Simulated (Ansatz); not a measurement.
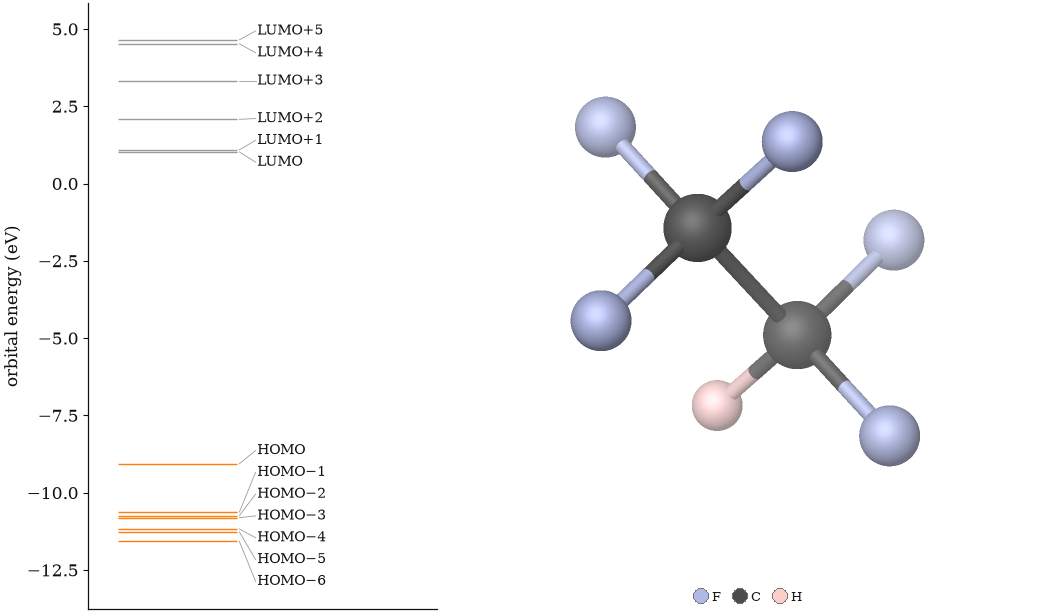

C₂HF₅, SMILES FC(F)C(F)(F)F. Kohn-Sham orbital energies near the frontier, r2SCAN/def2-TZVPP with the Ansatz code, at a PBE0-D4/def2-TZVP geometry (a minimum by its frequencies), isolated molecule; empty levels in grey, levels within 0.03 eV side by side.

Where do the frontier orbitals lie?

HOMO at −9.06 eV, LUMO at 1.02 eV, 10.09 eV apart.

How far below the HOMO does the next level lie?

1.56 eV.

List the levels.

| orbital | energy (eV) |
| --- | --- |
| LUMO+5 | 4.65 |
| LUMO+4 | 4.52 |
| LUMO+3 | 3.32 |
| LUMO+2 | 2.08 |
| LUMO+1 | 1.09 |
| LUMO | 1.02 |
| HOMO | −9.06 |
| HOMO−1 | −10.63 |
| HOMO−2 | −10.74 |
| HOMO−3 | −10.81 |
| HOMO−4 | −11.17 |
| HOMO−5 | −11.27 |
| HOMO−6 | −11.57 |

Caveats: empty levels above zero depend strongly on the basis.
